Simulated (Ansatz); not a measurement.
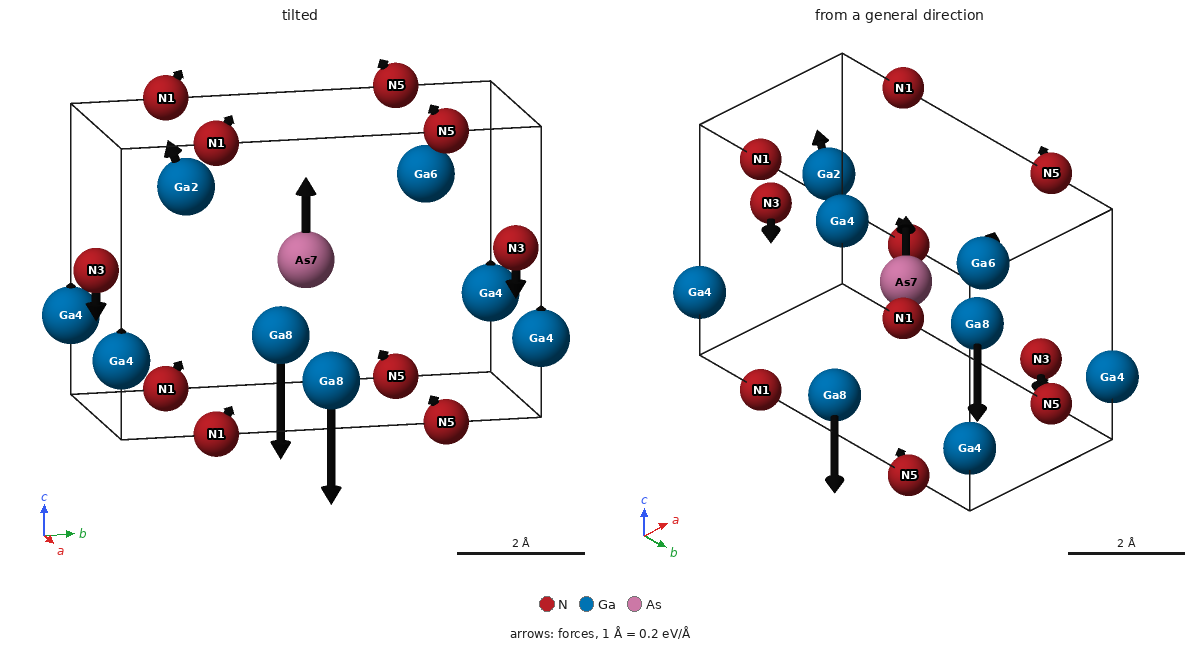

The structure above is drawn in spheres-only style and viewed slightly off an axis and from a general direction. The lines enclose the simulation cell; boundary atoms appear with their images. The arrows are the computed forces on the atoms.

System: Ga4AsN3. Level of theory and settings: DFT, PBE with spin-orbit coupling, plane waves, PAW in Ansatz, cutoff 420 eV, k-point mesh 8×4×6, Fermi-Dirac smearing of 0.02 eV, no moments seeded, so the run stays non-magnetic, spinor wavefunctions.

> Has this structure been optimised to equilibrium?

No. The atoms still feel forces of up to about 0.32 eV/Å, far above a usual threshold of 0.01 to 0.03 eV/Å.

> Which atom feels the largest force?

Ga8, about 0.32 eV/Å.

Starting structure: a structure type filled with these elements by a generator (whether the compound takes this form wasn't checked). Earlier steps of the study, as a rule a relaxation of our own, may have changed the cell and positions, so they can lie some per cent off the listed ones. Ansatz was used for an electronic-structure calculation on it.
